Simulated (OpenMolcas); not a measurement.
Energy and gradient calculation, with input and output: BBrF$_{2}$ (part 1 of 2)

The run: energy and gradient calculation of BBrF$_{2}$. Method and program: HF/def2-SVP, RHF (OpenMolcas 26.06).

The geometry comes from this level: GFN2-xTB.

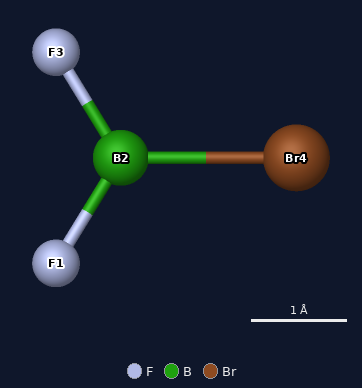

**Figure 1.** The input geometry (ball-and-stick view, seen on its broad side; atoms are numbered from 1 in the order of the input). Bond lengths as drawn: B–Br 1.85 Å and B–F 1.31 Å.

## Key numbers

| quantity | value |
| --- | --- |
| outcome | converged |
| total energy | −2795.645658 hartree |
| basis functions | 74 |
| largest force | 1.902 eV/Å |
| HOMO | −12.25 eV |
| LUMO | 3.78 eV |
| dipole moment | 0.56 debye |
| hardware | 1 thread of Arm Neoverse V1, 24 GiB of memory available, shared host |
| wall time | 6 s |
| peak memory | 0.43 GiB |

## Input
```
&GATEWAY
 BasLib = $CurrDir
 Coord
 4
 angstrom
 F       -0.218540      -1.352020      -0.108660
 B       -0.107960      -0.053410      -0.016000
 F       -1.202630       0.648570      -0.142590
 Br       1.529140       0.756860       0.267250
 Basis = def2-SVP
 Group = NoSym

&SEWARD

&SCF
 Thresholds = 1e-10 1e-07 1e-07 1e-05
 PrOrbitals = 1 2

&ALASKA
```

Command:
```bash
export MOLCAS_MEM=1860
pymolcas mol.input > mol.log
```

## Log
```
--- Start Module: gateway ---

                                              &GATEWAY

                       available to each process: 1.9 GB of memory, 1 thread

 Basis Set     1 Label: F.DEF2-SVP
 Basis set is read from library:.
 basistype.tbl is not found

 Basis Set     2 Label: B.DEF2-SVP
 Basis set is read from library:.
 basistype.tbl is not found

 Basis Set     3 Label: F.DEF2-SVP
 Basis set is read from library:.
 basistype.tbl is not found

 Basis Set     4 Label: BR.DEF2-SVP
 Basis set is read from library:.
 basistype.tbl is not found

++    Symmetry information:
      ---------------------

                    Character Table for C1

                             E
                    a        1  x, y, xy, Rz, z, xz, Ry, yz, Rx, I
--

++    Basis set information:
      ----------------------

      Basis set label: F.DEF2-SVP.........

      Electronic valence basis set:
      ------------------
      Associated Effective Charge   9.000000 au
      Associated Actual Charge      9.000000 au
      Nuclear Model: Point charge

      Shell  nPrim  nBasis  Cartesian Spherical Contaminant
         s       7       3        X
         p       4       2        X
         d       1       1                 X

      Basis set label: B.DEF2-SVP.........

      Electronic valence basis set:
      ------------------
      Associated Effective Charge   5.000000 au
      Associated Actual Charge      5.000000 au
      Nuclear Model: Point charge

      Shell  nPrim  nBasis  Cartesian Spherical Contaminant
         s       7       3        X
         p       4       2        X
         d       1       1                 X

      Basis set label: F.DEF2-SVP.........

      Electronic valence basis set:
      ------------------
      Associated Effective Charge   9.000000 au
      Associated Actual Charge      9.000000 au
      Nuclear Model: Point charge

      Shell  nPrim  nBasis  Cartesian Spherical Contaminant
         s       7       3        X
         p       4       2        X
         d       1       1                 X

      Basis set label: BR.DEF2-SVP.........

      Electronic valence basis set:
      ------------------
      Associated Effective Charge  35.000000 au
      Associated Actual Charge     35.000000 au
      Nuclear Model: Point charge

      Shell  nPrim  nBasis  Cartesian Spherical Contaminant
         s      14       5        X
         p      10       4        X
         d       6       3                 X
--

++    Molecular structure info:
      -------------------------

                    ************************************************
                    **** Cartesian Coordinates / bohr, angstrom ****
                    ************************************************

     Center  Label                x              y              z                     x              y              z
        1      F1              -0.412981      -2.554948      -0.205338             -0.218540      -1.352020      -0.108660
        2      B2              -0.204015      -0.100930      -0.030236             -0.107960      -0.053410      -0.016000
        3      F3              -2.272641       1.225620      -0.269456             -1.202630       0.648570      -0.142590
        4      BR4              2.889656       1.430258       0.505029              1.529140       0.756860       0.267250

                    ***************************************
                    *    InterNuclear Distances / bohr    *
                    ***************************************

               1 F1            2 B2            3 F3            4 BR4
    1 F1       0.000000
    2 B2       2.469115        0.000000
    3 F3       4.213684        2.469044        0.000000
    4 BR4      5.224356        3.493114        5.224080        0.000000

                    *******************************************
                    *    InterNuclear Distances / angstrom    *
                    *******************************************

               1 F1            2 B2            3 F3            4 BR4
    1 F1       0.000000
    2 B2       1.306599        0.000000
    3 F3       2.229786        1.306562        0.000000
    4 BR4      2.764610        1.848476        2.764464        0.000000

                    **************************************
                    *    Valence Bond Angles / degree    *
                    **************************************
                          Atom centers                 Phi
                      1 F1       2 B2       3 F3       117.14
--

            Nuclear Potential Energy            226.36469225 au

--- Stop Module: gateway /rc=_RC_ALL_IS_WELL_ ---

--- Start Module: seward ---

                                              &SEWARD

                       available to each process: 1.9 GB of memory, 1 thread

               SEWARD will generate:
                  Multipole Moment integrals up to order  2
                  Kinetic Energy integrals
                  Nuclear Attraction integrals (point charge)
                  One-Electron Hamiltonian integrals
                  Velocity integrals
                  Orbital angular momentum around (  1.3663   0.6762   0.2384 )
                  Velocity quadrupole around (  1.3663   0.6762   0.2384 )
                  Two-Electron Repulsion integrals

                   Integrals are discarded if absolute value <: 1.00E-14
                   Integral cutoff threshold is set to       <: 1.00E-16

            Nuclear Potential Energy            226.36469225 au

      Basis set specifications :
      Symmetry species         a
      Basis functions           74

--- Stop Module: seward /rc=_RC_ALL_IS_WELL_ ---
--- Module seward spent 1 second ---

--- Start Module: scf ---

                                                &SCF

                       available to each process: 1.9 GB of memory, 1 thread

++    Input section:
      --------------

      Header of the integral files:

      Cartesian coordinates in angstrom:
      -----------------------------------------------------
      No.  Label        X            Y            Z
      -----------------------------------------------------
       1   F1        -0.21854000  -1.35202000  -0.10866000
       2   B2        -0.10796000  -0.05341000  -0.01600000
       3   F3        -1.20263000   0.64857000  -0.14259000
       4   BR4        1.52914000   0.75686000   0.26725000
      -----------------------------------------------------
      Nuclear repulsion energy =  226.36469225
--

++    Orbital specifications:
      -----------------------

      Symmetry species               1
                                     a
      Frozen orbitals                0
      Occupied orbitals             29
      Secondary orbitals            45
      Deleted orbitals               0
      Total number of orbitals      74
      Number of basis functions     74
--

      Molecular charge                           0.000

++    Optimization specifications:
      ----------------------------

      SCF Algorithm: Conventional
      Minimized density differences are used
      Number of density matrices in core                 5
      Maximum number of NDDO SCF iterations            400
      Maximum number of HF SCF iterations              400
      Threshold for SCF energy change             1.00E-10
      Threshold for density matrix                1.00E-07
      Threshold for Fock matrix                   1.00E-07
      Threshold for linear dependence             1.00E-09
      Threshold at which DIIS is turned on        1.50E-01
      Maximum depth in the DIIS procedure                5
      Maximum depth in the BFGS Hessian update          30
      Threshold at which QNR/C2DIIS is turned on  7.50E-02
      Threshold for Norm(delta) (QNR/C2DIIS)      1.00E-05
      All orbitals punched on: SCFORB
--

      Input vectors read from INPORB
      Orbital file label: *Guess orbitals

++ Convergence information
                                   SCF        iterations: Energy and convergence statistics

Iter     Tot. SCF        One-elec.       Two-elec.     Energy      Max Dij or  Max Fij      DNorm      TNorm      AccCon     Time
         Energy          Energy          Energy        Change      Delta Norm                                                in Sec.

 The total and one-electron energies are shifted by a value of      2000. a.u.

   1  -795.283416078 -2340.718745494  1319.070637168   0.00E+00    2.35E-01*   3.85E-01*    1.22E+01   3.60E+02   None         0.
   2  -795.595530389 -2344.594242346  1322.634019710  -3.12E-01*   1.37E-01*   7.49E-02*    2.03E+00   3.61E+02   EDIIS        0.
   3  -795.631428811 -2344.694517480  1322.698396422  -3.59E-02*   3.30E-02*   2.51E-02*    6.01E-01   3.60E+02   c2DIIS       0.
   4  -795.645283695 -2344.249971165  1322.239995223  -1.39E-02*   1.11E-02*   4.86E-03*    9.65E-02   3.60E+02   QNRc2DIIS    0.
   5  -795.645597343 -2344.370135098  1322.359845507  -3.14E-04*   7.65E-03*   1.89E-03*    3.17E-02   3.60E+02   QNRc2DIIS    0.
   6  -795.645653907 -2344.333143495  1322.322797341  -5.66E-05*   9.50E-04*   4.97E-04*    1.11E-02   3.60E+02   QNRc2DIIS    0.
   7  -795.645657368 -2344.336361229  1322.326011614  -3.46E-06*   4.51E-04*   1.47E-04*    2.39E-03   3.60E+02   QNRc2DIIS    0.
   8  -795.645657714 -2344.341303673  1322.330953712  -3.46E-07*   1.48E-04*   5.75E-05*    4.91E-04   3.60E+02   QNRc2DIIS    0.
   9  -795.645657745 -2344.339947992  1322.329597999  -3.13E-08*   2.26E-05*   5.95E-06*    1.15E-04   3.60E+02   QNRc2DIIS    0.
  10  -795.645657746 -2344.339638463  1322.329288470  -1.11E-09*   1.03E-05*   2.21E-06*    3.55E-05   3.60E+02   QNRc2DIIS    0.
  11  -795.645657747 -2344.339817337  1322.329467343  -1.34E-10*   1.48E-06    1.31E-06*    1.43E-04   3.60E+02   QNRc2DIIS    0.
  12  -795.645657747 -2344.339727681  1322.329377687  -1.18E-11    5.00E-07    3.71E-07*    1.29E-03   3.60E+02   QNRc2DIIS    0.
  13  -795.645657747 -2344.339751129  1322.329401135   9.09E-13*   9.01E-08    8.11E-08     6.05E-03   3.60E+02   QNRc2DIIS    0.
  14  -795.645657747 -2344.339746574  1322.329396580  -3.64E-12    1.68E-08    5.75E-09     5.48E-03   3.60E+02   QNRc2DIIS    0.

       Convergence after  14 Iterations
--

 *****************************************************************************************************************************
 *                                             SCF/KS-DFT Program, Final results                                             *
 *                                                       Final Results                                                       *
 *****************************************************************************************************************************
```
